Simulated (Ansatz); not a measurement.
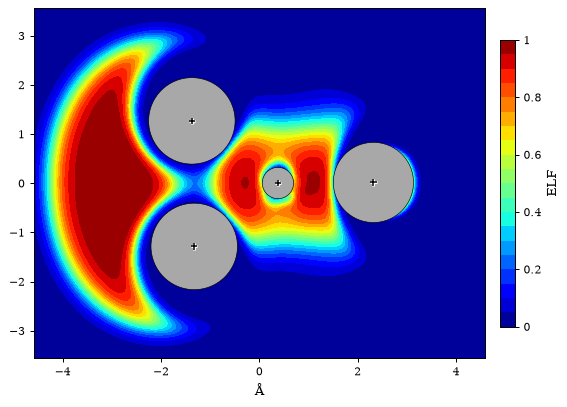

The electron localisation function on a plane through atoms (crosses mark nuclei in the plane; grey discs cover the cores).

Method: UKS PBE0-D4/def2-TZVP in Ansatz 0.2.0.

Candidates:
A. Li3N (charge +1, quartet)
B. Cl3H2NTi (charge +1, doublet)

Question: Which system is this?

Answer: Candidate A: Li3N on the molecular plane, which holds Li and N. Li–N (1.94 Å): the ELF peaks at about 0.95 in the valence shell of N, 0.7 Å from its nucleus, and falls to about 0.10 next to Li (an ionic contact with no shared pair). Li–Li (2.55 Å): the ELF is about 0.25 at the midpoint.
